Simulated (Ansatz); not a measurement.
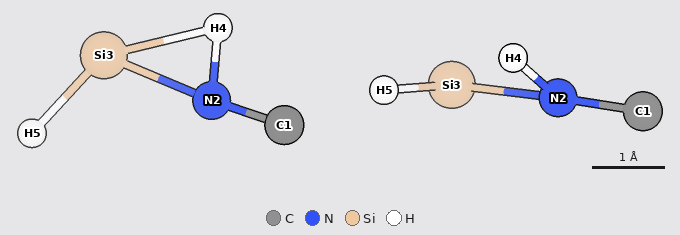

Two geometries of CH₂NSi (multiplicity 2), drawn at one scale. One is the start of a relaxation, the other its converged end. The picture is a ball-and-stick view, seen at a tilt.

These are results of Ansatz, UKS PBE-D4/def2-SVP, not measurements. Set-up: force threshold 0.03 eV/Å; at most 250 steps.

### Which one is relaxed?

The right one is the relaxed one. It is one of the separated reactants of a reaction. H4 moves most after the best rigid fit: 0.96 Å. Largest moves by element: H 0.96 Å, Si 0.88 Å, C 0.38 Å, N 0.10 Å. Some distances before and after: Si3–H4 1.744 → 2.173 Å, N2–Si3 1.731 → 1.987 Å, Si3–H5 1.482 → 1.554 Å, C1–N2 1.175 → 1.238 Å. Among the angles between lasting bonds that change: N2–Si3–H5 108.1° → 86.0°, C1–N2–Si3 173.9° → 153.1°, C1–N2–H4 102.1° → 119.5°. The energy falls by 33.9 kcal/mol in 13 accepted moves (15 points after the start). Largest force component: 6.5 eV/Å at the start, 0.015 eV/Å at the end. The line search rejected the trial steps at points 12, 14 of the run. Cost: 19 s on 2 threads of Arm Neoverse V1, with other jobs on the host.
